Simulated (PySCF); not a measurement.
**PH (SMILES [PH]): UTPSS/cc-pVTZ**

Aim: the energy change on altering one bond length of PH at UTPSS/cc-pVTZ, from 2 runs. The job is set up through a Python script.

The calculation is run with PySCF 2.14.0.

4 further runs of the same task are left out: 4 set aside as unsound or not needed.

## (1) The molecule

PH: 2 atoms, total charge 0, spin state triplet. SMILES: `[PH]`. Geometry: relaxed at PBE0-D4/def2-TZVP.

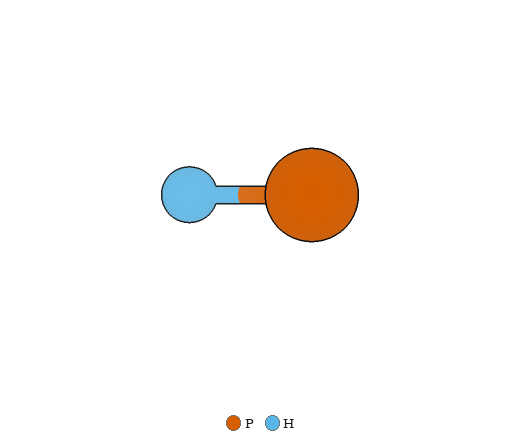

Viewed from a chosen angle; phosphorus orange, hydrogen blue.

## (2) The energy at UTPSS/cc-pVTZ

The input, run.py:

```python
from pyscf import gto, dft

mol = gto.Mole()
mol.atom = '''
P    0.000000   0.000000  -0.014610
H    0.000000   0.000000   1.413680
'''
mol.charge = 0
mol.verbose = 4
mol.spin = 2
mol.max_memory = 1860
mol.basis = 'cc-pvtz'
mol.build()

mf = dft.UKS(mol, xc='tpss')
mf.grids.level = 5
mf.conv_tol = 1e-10
mf.kernel()
if not mf.converged:
    mf = mf.newton().run(mf.mo_coeff, mf.mo_occ)

e_tot = mf.e_tot
print('E(%s) = %.9f' % ('TPSS', e_tot))
```

Command:

```console
$ OMP_NUM_THREADS=1 python run.py
```

Standard output:

```text
PySCF version 2.14.0

[INPUT] num. atoms = 2
[INPUT] num. electrons = 16
[INPUT] charge = 0
[INPUT] spin (= nelec alpha-beta = 2S) = 2
[INPUT] symmetry False subgroup None
[INPUT] Mole.unit = angstrom
[INPUT] Symbol           X                Y                Z      unit          X                Y                Z       unit  Magmom
[INPUT]  1 P      0.000000000000   0.000000000000  -0.014610000000 AA    0.000000000000   0.000000000000  -0.027608898680 Bohr   0.0
[INPUT]  2 H      0.000000000000   0.000000000000   1.413680000000 AA    0.000000000000   0.000000000000   2.671468027775 Bohr   0.0

nuclear repulsion = 5.55745553340008
number of shells = 15
number of NR pGTOs = 75
number of NR cGTOs = 48
basis = cc-pvtz
ecp = {}

[... 35 lines left out ...]
WARN: HOMO -0.203435312835157 >= LUMO -0.203435312835163
[... 38 lines left out ...]
converged SCF energy = -341.914115402243  <S^2> = 2.0093492  2S+1 = 3.0062264
E(TPSS) = -341.914115402
```

Wall time 6 s (1 thread of Arm Neoverse V2, shared host); peak memory 0.28 GiB.

## (3) The distorted shape, same level

The input, input.py:

```python
from pyscf import gto, dft

mol = gto.M(
    atom=[
    ('P', (-0.000000, -0.000000, -0.228820)),
    ('H', (0.000000, 0.000000, 1.413680)),
],
    max_memory=1860,
    spin=2,
    verbose=3,
    basis='cc-pvtz',
)

mf = dft.UKS(mol)
mf.xc = 'tpss'
mf.conv_tol = 1e-10
mf.grids.level = 5
mf.kernel()
if not mf.converged:
    mf = mf.newton().run(mf.mo_coeff, mf.mo_occ)

e_final = mf.e_tot
print(f'total energy: {e_final:.8f} hartree')
```

Command:

```console
$ OMP_NUM_THREADS=1 python input.py
```

Standard output:

```text
WARN: HOMO -0.199455371548413 >= LUMO -0.199455371548414

converged SCF energy = -341.902666189838  <S^2> = 2.0092348  2S+1 = 3.0061502
total energy: -341.90266619 hartree
```

Run time: 6.6 s. Hardware: 1 thread of Arm Neoverse V2, shared host; peak memory 0.28 GiB.

## (4) Outcome

At UTPSS/cc-pVTZ:

| quantity | value |
| --- | --- |
| first shape: total energy | -341.91412 Eh |
| first shape: dipole moment | 0.50 D |
| first shape: HOMO energy (highest over α and β) | -6.27 eV |
| first shape: LUMO energy (lowest over α and β) | -3.76 eV |
| first shape: ⟨S²⟩ | 2.009 |
| distorted shape: total energy | -341.90267 Eh |
| distorted shape: dipole moment | 0.20 D |
| distorted shape: HOMO energy (highest over α and β) | -6.32 eV |
| distorted shape: LUMO energy (lowest over α and β) | -3.80 eV |
| distorted shape: ⟨S²⟩ | 2.009 |
| energy change with the P1–H2 bond stretched from 1.428 to 1.643 Å | 0.312 eV |

In words: With the P1–H2 bond stretched from 1.428 to 1.643 Å the energy rises by 0.31 eV (30.1 kJ/mol). The first shape isn't relaxed at this level, so the change isn't measured from a minimum.
